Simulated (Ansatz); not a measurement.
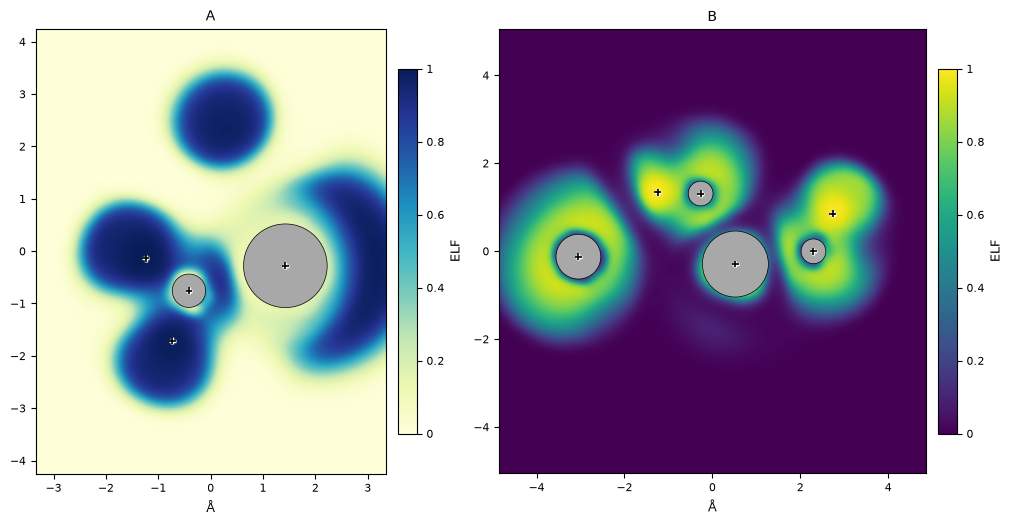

The ELF of 2 systems, each on a plane through atoms (crosses mark nuclei in the plane; grey discs cover the cores).

The calculation used RKS PBE/def2-SVP (Ansatz).

System 1: H7NO3SiTi···HCl, the plane of atoms O8, Ti1 and O10. Not at a stationary point (largest force 1.3 eV/Å).

```yaml
atoms:
  - { symbol: Ti, position_ang: [0.1636, 0.5915, -0.3628] }
  - { symbol: Cl, position_ang: [0.7919, -1.0247, 2.7657] }
  - { symbol: O, position_ang: [1.6342, -0.3719, -0.7406] }
  - { symbol: Si, position_ang: [2.6728, -1.6513, -1.0585] }
  - { symbol: H, position_ang: [1.9369, -2.7221, -1.8180] }
  - { symbol: H, position_ang: [3.8255, -1.1649, -1.8930] }
  - { symbol: H, position_ang: [3.1954, -2.2260, 0.2290] }
  - { symbol: O, position_ang: [-0.5158, 1.3241, -1.8598] }
  - { symbol: H, position_ang: [-1.4596, 1.3792, -2.0951] }
  - { symbol: O, position_ang: [-1.1611, -0.3185, 0.4204] }
  - { symbol: H, position_ang: [-0.9487, -0.8466, 1.2235] }
  - { symbol: N, position_ang: [0.7467, 1.9808, 0.9848] }
  - { symbol: H, position_ang: [1.6715, 2.4207, 0.8785] }
  - { symbol: H, position_ang: [0.0814, 2.6760, 1.3461] }
  - { symbol: H, position_ang: [0.9233, 0.2771, 2.4286] }
```

System 2: GaH2N···NH3, the plane of atoms Ga1, N6 and H8. 

```yaml
atoms:
  - { symbol: Ga, position_ang: [-0.7459, -0.9236, 0.8146] }
  - { symbol: H, position_ang: [1.9048, 0.0688, 1.2665] }
  - { symbol: N, position_ang: [1.9547, 0.2533, 0.2578] }
  - { symbol: H, position_ang: [1.9282, -0.6462, -0.2372] }
  - { symbol: H, position_ang: [1.1327, 0.8079, -0.0131] }
  - { symbol: N, position_ang: [-1.1656, 0.0138, -0.7856] }
  - { symbol: H, position_ang: [-2.1363, 0.1989, -1.0695] }
  - { symbol: H, position_ang: [-0.5537, 0.2271, -1.5830] }
```

### Match each panel to its system.

Panel A is system 2, GaH2N···NH3: the plane holds Ga, N and H. Ga–N (1.90 Å): the ELF peaks at about 0.90 in the valence shell of N, 0.6 Å from its nucleus, and is about 0.30 at the midpoint. Panel B is system 1, H7NO3SiTi···HCl: the plane holds Ti, Cl, O and H. Cl2···H11 (2.33 Å): the ELF dips to about 0.10 between them (a closed-shell contact with the geometry of a hydrogen bond).
